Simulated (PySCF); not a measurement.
SMILES COB(OC)O[SiH3] (C2H9BO3Si) at its GFN2-xTB optimised geometry (Å):

```
16

B     -1.7752    -1.4395     2.1627
O     -1.6029    -1.9866     3.3954
C     -0.3364    -2.1244     4.0013
H     -0.3409    -1.5710     4.9430
H     -0.1636    -3.1835     4.2051
H      0.4548    -1.7414     3.3547
O     -3.0317    -1.3401     1.6487
C     -4.1603    -1.7974     2.3635
H     -4.2372    -1.2929     3.3289
H     -5.0353    -1.5718     1.7540
H     -4.0954    -2.8736     2.5384
O     -0.7398    -0.9901     1.4259
Si    -0.4524    -0.2803     0.0000
H      1.0109    -0.2803     0.0000
H     -1.0109     1.0725     0.0000
H     -1.0091    -1.0725    -1.0965
```

Calculation: B3LYP/def2-TZVP in PySCF. Cells within 0.4 Å of a nucleus heavier than hydrogen are left out (blank, or x).

Map of the electron localisation function on the plane z = 0.0 Å:

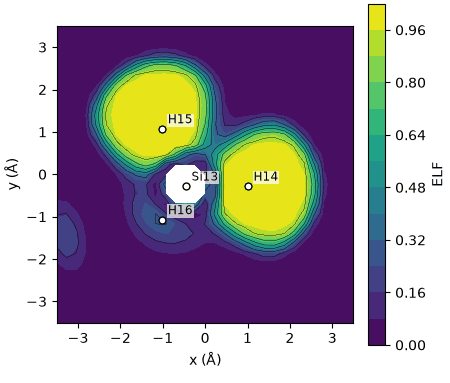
Figure: Electron localisation function on the plane z = 0.0 Å.
